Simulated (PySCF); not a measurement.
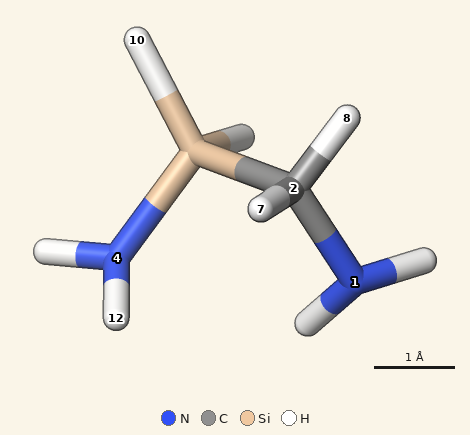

The structure as given in the input (stick view, seen at a tilt; atoms are numbered from 1 in the order of the input). Bond lengths as drawn: C–H 1.08 to 1.11 Å, C–N 1.48 Å, C–Si 1.88 Å, H–N 0.99 to 1.05 Å, H–Si 1.51 to 1.58 Å and N–Si 1.69 Å.

**CH8N2Si: excited-state calculation**

- system: CH8N2Si, SMILES NC[SiH2]N
- method: TDDFT PBE0/def2-SVPD, vertical, gas phase, core orbitals frozen in the response (PySCF 2.14.0)

The geometry comes from this level: GFN2-xTB, MD frame at 625 fs, 300 K. It belongs to a series of runs on one base structure; here: MD frame at 625 fs, 300 K.

Log
```
coarse grid: 9800 points
cycle   1  E = -441.3230348300  dE =  1.366e-01  |g| = 4.796e-01  |ddm| = 4.138e+00
cycle   2  E = -441.2829138197  dE =  4.012e-02  |g| = 6.406e-01  |ddm| = 2.373e+00
cycle   3  E = -441.3756681784  dE = -9.275e-02  |g| = 4.855e-02  |ddm| = 1.227e+00
cycle   4  E = -441.3762332418  dE = -5.651e-04  |g| = 1.476e-02  |ddm| = 8.584e-02
cycle   5  E = -441.3762811224  dE = -4.788e-05  |g| = 5.271e-03  |ddm| = 2.486e-02
cycle   6  E = -441.3762881889  dE = -7.066e-06  |g| = 7.735e-04  |ddm| = 1.184e-02
final grid: 88096 points
cycle   7  E = -441.4235137772  dE = -2.185e-05  |g| = 7.461e-03  |ddm| = 5.841e-02
cycle   8  E = -441.4235036051  dE =  1.017e-05  |g| = 1.001e-02  |ddm| = 2.880e-02
cycle   9  E = -441.4235269073  dE = -2.330e-05  |g| = 5.137e-04  |ddm| = 1.576e-02
cycle  10  E = -441.4235269643  dE = -5.697e-08  |g| = 2.029e-04  |ddm| = 1.105e-03
cycle  11  E = -441.4235269737  dE = -9.388e-09  |g| = 3.245e-05  |ddm| = 2.902e-04
cycle  12  E = -441.4235269740  dE = -3.038e-10  |g| = 7.140e-06  |ddm| = 1.085e-04
```

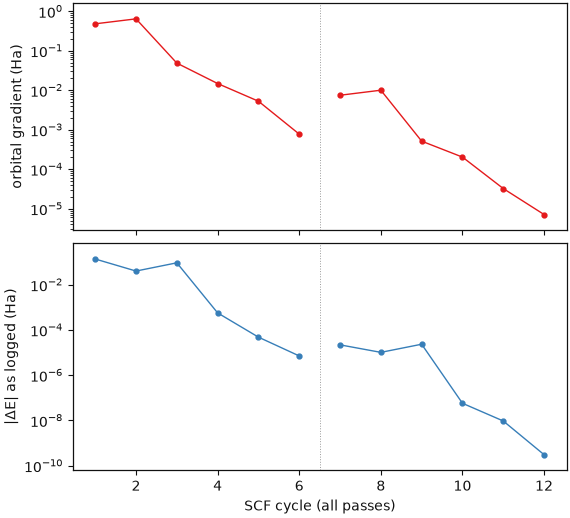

Convergence of the self-consistent field: orbital gradient and size of the energy change against the SCF cycle. The dotted line marks the change from a coarse to the final integration grid. The first 6 cycles use a coarse grid, the final grid takes over at cycle 7, and the field converges after 12 cycles in all.

```
converged SCF energy = -441.4235269740

Static polarisability (au): isotropic 59.284, principal 53.590 57.796 66.465

Singlet excitations
state   eV       nm        f      main configurations
  1   5.9878    207.1   0.01757   H->L 0.75, H->L+1 0.18
  2   6.1716    200.9   0.00492   H-1->L 0.88
  3   6.3503    195.2   0.01007   H->L+1 0.72, H->L 0.21
  4   6.7179    184.6   0.00241   H-1->L+1 0.86
  5   6.8412    181.2   0.06049   H->L+2 0.85
```

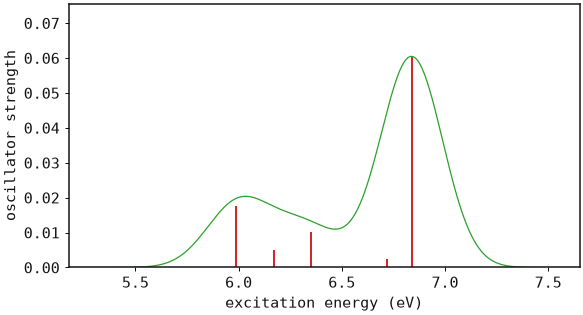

Computed excitations as sticks (degenerate states added up, dark ones marked on the axis), with a Gaussian envelope of 0.35 eV full width at half maximum, scaled to the tallest. Of the 5 states the lowest lies at 5.99 eV (f = 0.018); the strongest line is at 6.84 eV, or 181 nm (f = 0.060).

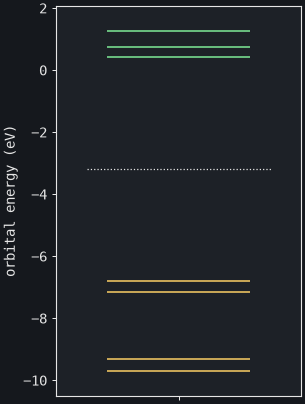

Orbital energies near the frontier; the dotted line parts filled from empty levels, and levels within 0.02 eV of each other stand side by side. Highest filled −6.81 eV, lowest empty 0.41 eV, 7.22 eV apart.

The run was set up as follows.

The input
```
{"job": {"kind": "uv", "xc": "PBE0", "basis": "def2-SVPD", "nstates": 5, "ntriplets": 0}, "charge": 0, "multiplicity": 1}
N     -1.827900     0.539600     0.883300
C     -1.267700    -0.551200     1.713000
Si    -0.029300    -1.508200     0.666600
N      1.155900    -0.431300     0.137900
H     -2.680800     0.253100     0.371900
H     -1.122300     0.773800     0.138200
H     -0.876300    -0.091800     2.609600
H     -2.060700    -1.282900     1.978000
H     -0.544500    -1.975300    -0.668400
H      0.483100    -2.915700     1.154500
H      2.039300    -0.734600    -0.181500
H      1.228100     0.467800     0.597600
```

The first line tells a small driver script what to run in PySCF; the rest is the geometry in Å.

Run as:
```bash
OMP_NUM_THREADS=1 python <driver script> task.json out
```

Results in brief

| quantity | value |
| --- | --- |
| outcome | converged |
| total energy | −441.423527 hartree |
| HOMO | −6.81 eV |
| LUMO | 0.41 eV |
| dipole moment | 0.76 D |
| mean polarisability | 59.28 a.u. |
| lowest excitation | 5.99 eV |
| hardware | 1 CPU thread, shared host |
| wall time | 24 s |
| peak memory | 0.62 GiB |
